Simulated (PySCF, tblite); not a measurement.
**C4H8F2OSi: geometry, infrared bands and NMR shifts**

Aim: predict the infrared bands and NMR shifts of C4H8F2OSi (`FCO[C@@H]1[SiH2]C[C@H]1F`).

Programs: tblite 0.8.0 and PySCF 2.14.0, with density-fitted response routines of our own. Each step states its level of theory. These are calculated values for one molecule in the gas phase, unless marked as measured. Atoms are numbered from 0 throughout.

## Step 1: The molecule as given

16 atoms, charge 0, multiplicity 1; geometry from: force field or distance geometry start.

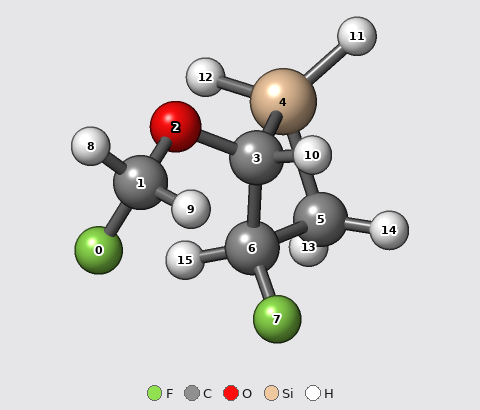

As it starts; fluorine green, carbon grey, oxygen red, silicon light orange, hydrogen white, atoms numbered; sticks join atoms by distance.

## Step 2: Relaxing the molecule with GFN2-xTB

The job: settings as JSON, then the geometry in Å.

```
{"job": {"kind": "relax", "xc": "GFN2-xTB", "basis": "xTB"}, "charge": 0, "multiplicity": 1}
F      1.526900    -1.445300     1.727500
C      2.223000    -0.533300     1.001000
O      1.374000     0.552700     0.745900
C      0.391900     0.347000    -0.313200
Si    -1.060900     1.574600    -0.288800
C     -1.847400    -0.048400    -0.839000
C     -0.681200    -0.799100    -0.105400
F     -0.336400    -1.976400    -0.678900
H      3.075400    -0.198000     1.616700
H      2.584800    -1.003300     0.092800
H      0.872400     0.306500    -1.290100
H     -1.018200     2.619400    -1.349500
H     -1.511200     2.016800     1.062100
H     -2.837700    -0.250900    -0.447200
H     -1.848000    -0.179300    -1.919500
H     -0.915000    -0.974300     0.974300
```

On the command line:

```sh
$ OMP_NUM_THREADS=1 python probes_run.py task.json out
```

One launch serves the whole session: the jobs run in the order shown.

Output:

```text
step      E/eV     max force
  0    -758.35961    1.646
  1    -758.48344    0.755
  2    -758.53510    0.571
  3    -758.56417    0.409
  4    -758.58864    0.329
  5    -758.60077    0.316
  6    -758.61389    0.267
  7    -758.62687    0.283
  8    -758.63610    0.183
  9    -758.64054    0.157
 10    -758.64311    0.120
 11    -758.64567    0.156
 12    -758.64907    0.193
 13    -758.65260    0.184
 14    -758.65557    0.130
 15    -758.65787    0.117
 16    -758.65981    0.105
 17    -758.66139    0.094
 18    -758.66284    0.106
 19    -758.66441    0.107
 20    -758.66609    0.098
 21    -758.66774    0.093
 22    -758.66934    0.097
 23    -758.67114    0.134
 24    -758.67325    0.138
 25    -758.67530    0.105
 26    -758.67699    0.110
 27    -758.67845    0.110
 28    -758.67993    0.091
 29    -758.68131    0.089
 30    -758.68233    0.080
 31    -758.68302    0.064
 32    -758.68371    0.062
 33    -758.68455    0.081
 34    -758.68537    0.069
 35    -758.68598    0.057
 36    -758.68647    0.057
 37    -758.68706    0.079
 38    -758.68786    0.096
 39    -758.68867    0.075
 40    -758.68919    0.053
 41    -758.68947    0.048
 42    -758.68969    0.040
 43    -758.68997    0.044
 44    -758.69032    0.046
 45    -758.69071    0.048
 46    -758.69116    0.056
 47    -758.69173    0.053
 48    -758.69235    0.057
 49    -758.69286    0.044
 50    -758.69319    0.044
 51    -758.69345    0.053
 52    -758.69373    0.054
 53    -758.69404    0.047
 54    -758.69433    0.026
 55    -758.69444    0.028
 56    -758.69453    0.027
 57    -758.69467    0.026
 58    -758.69479    0.022
 59    -758.69487    0.020
 60    -758.69492    0.018
 61    -758.69496    0.015
 62    -758.69502    0.020
 63    -758.69507    0.020
 64    -758.69511    0.016
 65    -758.69514    0.015
 66    -758.69517    0.015
 67    -758.69521    0.015
 68    -758.69525    0.013
 69    -758.69527    0.014
 70    -758.69529    0.013
 71    -758.69532    0.012
 72    -758.69534    0.011
 73    -758.69535    0.008
```

It took 0.79 s on 1 thread of Arm Neoverse N1, shared host; peak memory 0.18 GiB.

Step by step: (not every step is listed)

```csv
step,energy from step 0 (eV),largest force (eV/Å)
0,0.0000,1.6461
1,-0.1238,0.7554
2,-0.1755,0.5707
3,-0.2046,0.4095
4,-0.2290,0.3292
5,-0.2412,0.3160
6,-0.2543,0.2674
7,-0.2673,0.2835
8,-0.2765,0.1829
14,-0.2960,0.1305
20,-0.3065,0.0979
26,-0.3174,0.1105
32,-0.3241,0.0622
38,-0.3283,0.0961
44,-0.3307,0.0457
50,-0.3336,0.0443
56,-0.3349,0.0272
62,-0.3354,0.0196
68,-0.3356,0.0130
69,-0.3357,0.0137
70,-0.3357,0.0135
71,-0.3357,0.0115
72,-0.3357,0.0110
73,-0.3357,0.0081
```

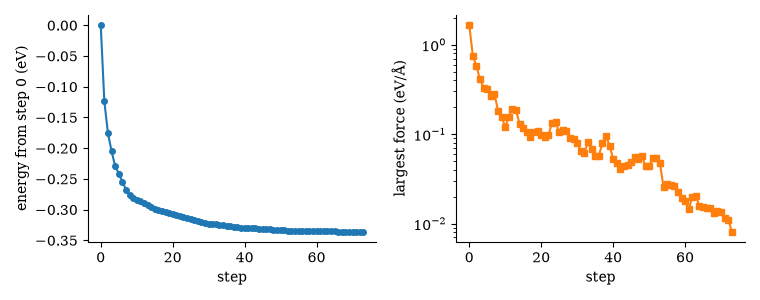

Energy and force, step by step.

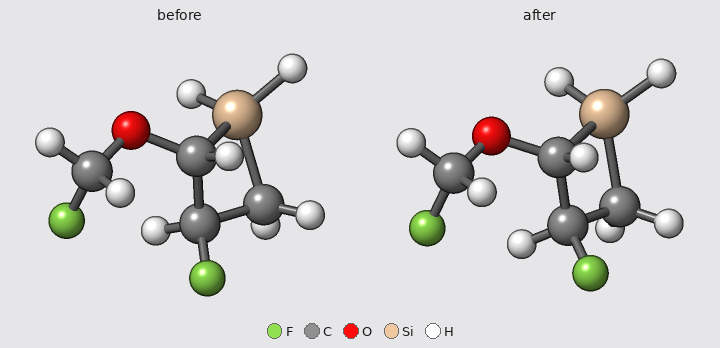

The geometry before (left) and after (right).

Close pairs (by a distance rule), those that changed most:

| bond | before (Å) | after (Å) | change (Å) |
| --- | --- | --- | --- |
| C3–C6 | 1.584 | 1.540 | -0.044 |
| C1–O2 | 1.402 | 1.365 | -0.037 |
| O2–C3 | 1.459 | 1.423 | -0.036 |
| Si4–H12 | 1.491 | 1.456 | -0.035 |
| C5–C6 | 1.569 | 1.536 | -0.033 |
| Si4–H11 | 1.489 | 1.460 | -0.029 |
| Si4–C5 | 1.886 | 1.914 | +0.029 |
| C6–H15 | 1.119 | 1.092 | -0.026 |

The end geometry stands in the next job.

## Step 3: Harmonic vibrations with GFN2-xTB

The job: settings as JSON, then the geometry in Å.

```
{"job": {"kind": "ir", "xc": "GFN2-xTB", "basis": "xTB"}, "charge": 0, "multiplicity": 1}
F      1.526108    -1.559423     1.751283
C      2.116934    -0.508240     1.080044
O      1.230773     0.505442     0.855564
C      0.397035     0.364139    -0.288349
Si    -1.043279     1.640561    -0.384100
C     -1.896397    -0.049433    -0.669196
C     -0.617973    -0.793435    -0.256607
F     -0.287652    -1.805082    -1.132632
H      2.907686    -0.133624     1.740767
H      2.530563    -0.938216     0.153753
H      1.022611     0.276187    -1.185803
H     -1.001022     2.566666    -1.512134
H     -1.313419     2.273769     0.899283
H     -2.768718    -0.324296    -0.082753
H     -2.122441    -0.256727    -1.714040
H     -0.688407    -1.249343     0.733509
```

Output:

```text
mode    cm-1     km/mol
  1      46.4      3.62
  2      59.0      2.58
  3     115.5      3.51
  4     157.8     10.83
  5     289.2     10.50
  6     325.4      3.82
  7     366.4      5.09
  8     417.9     23.78
  9     433.9      9.56
 10     496.9     25.46
 11     501.3      6.88
 12     556.1     21.42
 13     611.7    176.75
 14     718.1     47.67
 15     738.5    137.53
 16     742.5    122.28
 17     783.8     90.20
 18     918.1     25.64
 19     948.1    160.51
 20     991.5     80.29
 21    1033.7     30.26
 22    1049.0      5.82
 23    1094.9     83.54
 24    1107.6     40.74
 25    1119.6     81.28
 26    1155.4      7.29
 27    1180.1     25.51
 28    1229.8      9.25
 29    1251.9      2.19
 30    1285.4      8.06
 31    1316.6     27.44
 32    1330.6     14.57
 33    1417.8      0.63
 34    1450.4      8.38
 35    2291.3    287.16
 36    2329.1    270.32
 37    2874.0     41.65
 38    2882.5     45.24
 39    2942.3     31.15
 40    2975.7     18.15
 41    3008.7     18.81
 42    3025.4     13.89
```

Wall time 0.9 s (1 thread of Arm Neoverse N1, shared host); peak memory 0.18 GiB.

Which atoms move in the most intense modes:

```
cm⁻¹  km/mol                                  atoms
 612   176.8                     H12 44 %, H11 41 %
 738   137.5            H11 37 %, H12 34 %, C5 16 %
 742   122.3  C5 22 %, H13 22 %, H12 16 %, Si4 12 %
 784    90.2   C3 25 %, Si4 20 %, C5 15 %, H10 15 %
 948   160.5                       C1 58 %, F0 36 %
1095    83.5    H14 25 %, C6 22 %, O2 15 %, C1 13 %
2291   287.2                               H11 97 %
2329   270.3                               H12 96 %
```

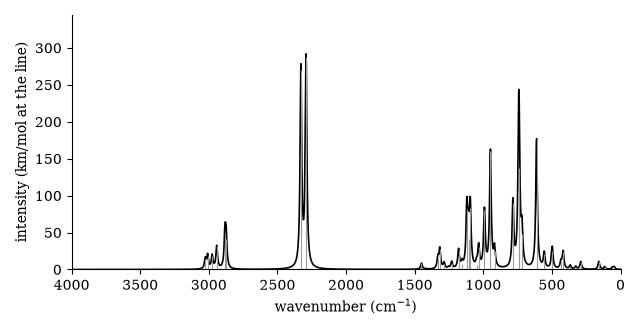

The infrared spectrum from these modes, unscaled. Lines are broadened to a width of 14 cm⁻¹ (Lorentzian).

## Step 4: Shielding tensors: PBE0/pcSseg-1

Settings changed since step 3:

```diff
@@ -1,2 +1,2 @@
-{"job": {"kind": "ir", "xc": "GFN2-xTB", "basis": "xTB"}, "charge": 0, "multiplicity": 1}
+{"job": {"kind": "nmr", "xc": "PBE0", "basis": "pcSseg-1"}, "charge": 0, "multiplicity": 1}
 F      1.526108    -1.559423     1.751283
```

With the program's defaults for keys left out, this is: GIAO PBE0/pcSseg-1 NMR shielding, non-relativistic, gas phase.

Output:

```text
coarse grid: 14192 points
cycle   1  E = -720.7863849046  dE =  1.011e+00  |g| = 8.058e-01  |ddm| = 3.502e+00
cycle   2  E = -720.6969787742  dE =  8.941e-02  |g| = 1.117e+00  |ddm| = 1.208e+00
cycle   3  E = -720.8968599166  dE = -1.999e-01  |g| = 6.738e-02  |ddm| = 7.154e-01
cycle   4  E = -720.8973627815  dE = -5.029e-04  |g| = 4.276e-02  |ddm| = 7.622e-02
cycle   5  E = -720.8977677777  dE = -4.050e-04  |g| = 7.213e-03  |ddm| = 3.812e-02
cycle   6  E = -720.8977752712  dE = -7.493e-06  |g| = 3.169e-03  |ddm| = 6.025e-03
cycle   7  E = -720.8977769828  dE = -1.712e-06  |g| = 4.018e-04  |ddm| = 2.238e-03
final grid: 134152 points
cycle   8  E = -720.9695787256  dE = -3.935e-05  |g| = 1.161e-02  |ddm| = 2.668e-02
cycle   9  E = -720.9695488068  dE =  2.992e-05  |g| = 1.728e-02  |ddm| = 1.885e-02
cycle  10  E = -720.9696050740  dE = -5.627e-05  |g| = 1.055e-03  |ddm| = 1.139e-02
cycle  11  E = -720.9696052717  dE = -1.976e-07  |g| = 3.564e-04  |ddm| = 1.018e-03
cycle  12  E = -720.9696052919  dE = -2.027e-08  |g| = 1.092e-04  |ddm| = 2.783e-04
cycle  13  E = -720.9696052936  dE = -1.635e-09  |g| = 2.747e-05  |ddm| = 7.408e-05
cycle  14  E = -720.9696052937  dE = -1.237e-10  |g| = 6.923e-06  |ddm| = 2.727e-05
converged SCF energy = -720.9696052937

GIAO shielding tensors (ppm)
atom      isotropic    diamagn.    paramagn.     s11        s22        s33       span
  0 F      338.802     475.884    -137.083    226.766    352.538    437.101    210.335
  1 C       75.818     238.078    -162.260     47.911     79.066    100.476     52.565
  2 O      230.041     396.495    -166.455    154.230    244.317    291.575    137.345
  3 C      100.971     251.242    -150.271     75.412     88.468    139.035     63.623
  4 Si     405.564     879.847    -474.283    356.678    420.439    439.573     82.895
  5 C      172.579     254.981     -82.402    151.408    165.223    201.105     49.696
  6 C       89.365     247.499    -158.134     63.597     77.334    127.163     63.566
  7 F      333.329     474.798    -141.469    262.053    363.001    374.933    112.879
  8 H       25.844      26.734      -0.890     21.048     25.870     30.616      9.568
  9 H       26.293      28.705      -2.412     22.781     26.332     29.765      6.985
 10 H       27.396      32.042      -4.646     24.721     27.800     29.666      4.945
 11 H       27.081      28.590      -1.509     24.068     24.573     32.602      8.534
 12 H       27.316      28.864      -1.547     24.453     25.620     31.876      7.423
 13 H       29.780      29.739       0.041     26.165     26.797     36.380     10.215
 14 H       30.196      30.119       0.077     27.006     28.011     35.571      8.565
 15 H       25.958      32.097      -6.139     24.185     25.781     27.907      3.723
```

It took 50 s on 1 thread of Arm Neoverse N1, shared host; peak memory 0.83 GiB.

Shifts follow as δ = σ(reference) − σ, with reference shieldings (ppm) from runs at the same level and on the same kind of geometry: ¹H TMS 31.72, ¹³C TMS 186.9, ²⁹Si TMS 349.2, ¹⁹F CFCl3 170.9, ¹⁷O H2O 336.1. The references are single molecules in the gas phase, so shifts against H2O, NH3, PH3, H3PO4 or CFCl3 are not on the usual liquid scales and can be off by tens of ppm.

| atoms | environment | σ (ppm) | δ (ppm) | δ scaled to CDCl3 |
| --- | --- | --- | --- | --- |
| C1 | sp3 CH2 bonded to F and O | 75.8 | 111.1 | 106.5 |
| C6 | sp3 CH bonded to F | 89.4 | 97.6 | 93.3 |
| C3 | sp3 CH bonded to O and Si | 101.0 | 86.0 | 82.0 |
| C5 | sp3 CH2 bonded to Si | 172.6 | 14.3 | 12.1 |
| H8 | hydrogen on an sp3 CH2 bonded to F and O | 25.84 | 5.87 | 5.64 |
| H15 | hydrogen on an sp3 CH bonded to F | 25.96 | 5.76 | 5.53 |
| H9 | hydrogen on an sp3 CH2 bonded to F and O | 26.29 | 5.42 | 5.22 |
| H11 | hydrogen on a silicon bonded to 2 C, in a 4-membered ring | 27.08 | 4.64 | – |
| H12 | hydrogen on a silicon bonded to 2 C, in a 4-membered ring | 27.32 | 4.40 | – |
| H10 | hydrogen on an sp3 CH bonded to O and Si | 27.40 | 4.32 | 4.18 |
| H13 | hydrogen on an sp3 CH2 bonded to Si | 29.78 | 1.94 | 1.93 |
| H14 | hydrogen on an sp3 CH2 bonded to Si | 30.20 | 1.52 | 1.54 |
| F7 | fluorine on an sp3 carbon | 333.3 | -162.4 | – |
| F0 | fluorine on an sp3 carbon | 338.8 | -167.9 | – |
| O2 | ether oxygen | 230.0 | 106.0 | – |
| Si4 | silicon bonded to 2 C, 2 H, in a 4-membered ring | 405.6 | -56.4 | – |

The scaled column applies a straight-line fit of computed shieldings to shifts measured in CDCl3, and one for carbons that bear F (root-mean-square error 0.16 ppm for H, 1.9 ppm for C).

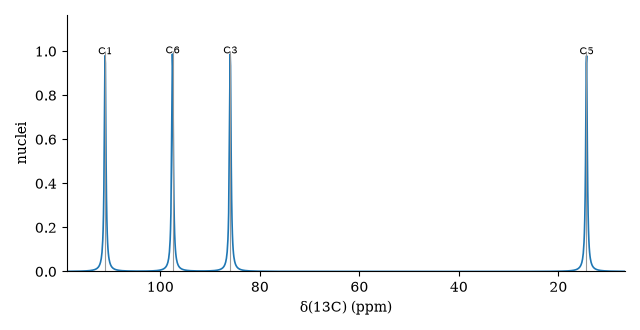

¹³C lines at the computed shifts, without couplings. Lines are broadened to a width of 0.39 ppm (Lorentzian).

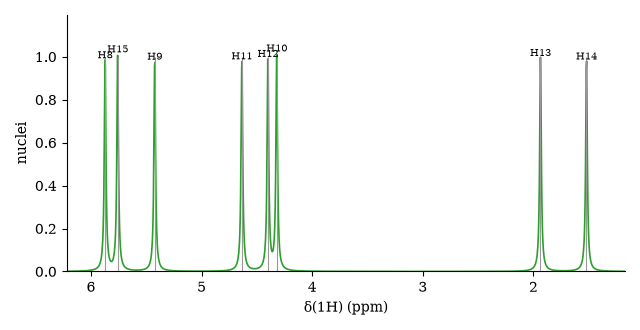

¹H lines at the computed shifts, without couplings. Lines are broadened to a width of 0.02 ppm (Lorentzian).

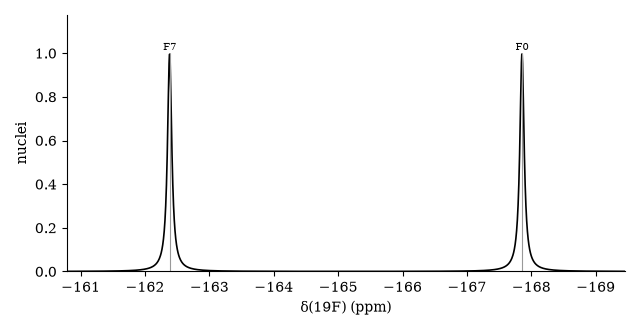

¹⁹F lines at the computed shifts, without couplings. Lines are broadened to a width of 0.08 ppm (Lorentzian).

Charges from the same density, by scheme (e):

| atoms | Mulliken | IAO | Hirshfeld | ESP fit |
| --- | --- | --- | --- | --- |
| F0 | -0.34 | -0.34 | -0.13 | -0.25 |
| C1 | 0.38 | 0.22 | 0.09 | 0.22 |
| O2 | -0.49 | -0.37 | -0.14 | -0.36 |
| C3 | -0.20 | -0.20 | -0.05 | -0.13 |
| Si4 | 0.66 | 0.74 | 0.36 | 0.44 |
| C5 | -0.50 | -0.57 | -0.17 | -0.48 |
| C6 | 0.19 | 0.16 | 0.05 | 0.40 |
| F7 | -0.33 | -0.33 | -0.12 | -0.30 |

Mulliken charges:

F0 -0.34; C1 0.38; O2 -0.49; C3 -0.20; Si4 0.66; C5 -0.50; C6 0.19; F7 -0.33; H8 0.11; H9 0.09; H10 0.14; H11 -0.07; H12 -0.06; H13 0.15; H14 0.16; H15 0.12

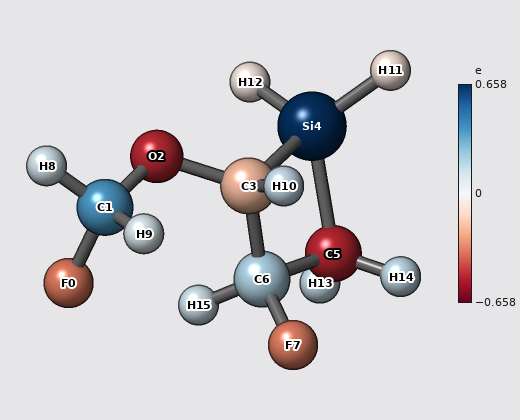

Mulliken charges, as colours on the atoms.

Mayer bond orders: F0–C1 0.89, C1–O2 1.03, O2–C3 0.86, C3–Si4 0.87, Si4–C5 0.94, C5–C6 0.99, C6–F7 0.88, C6–C3 0.97.

Ring of atoms C3, Si4, C5, C6: NICS(0) -1.9, NICS(1) -2.2, NICS(1)zz 2.9 ppm (means of both faces).

## Step 5: Outcome

```
                                 quantity                                               value
strongest single infrared mode (GFN2-xTB)                               2291 cm⁻¹, 287 km/mol
             zero-point energy (GFN2-xTB)                                       70.9 kcal/mol
   ¹³C shifts against TMS (PBE0/pcSseg-1)                         111.1, 97.6, 86.0, 14.3 ppm
    ¹H shifts against TMS (PBE0/pcSseg-1)  5.87, 5.76, 5.42, 4.64, 4.40, 4.32, 1.94, 1.52 ppm
 ¹⁹F shifts against CFCl3 (PBE0/pcSseg-1)                                  -162.4, -167.9 ppm
   ¹⁷O shifts against H2O (PBE0/pcSseg-1)                                           106.0 ppm
  ²⁹Si shifts against TMS (PBE0/pcSseg-1)                                           -56.4 ppm
```

What this shows: Over 73 steps the energy fell by 0.336 eV; of the close pairs, C3–C6 changed most, 1.584 to 1.540 Å. All 42 modes are real, so the xTB geometry is a minimum. The strongest single mode, at 2291 cm⁻¹, moves mainly H11. GFN2-xTB is a fitted tight-binding method: band positions and strengths are rough. Its intensities can rank the bands wrongly. At PBE0/pcSseg-1: Shielding is most anisotropic at F0 (span 210 ppm, paramagnetic term -137 ppm).
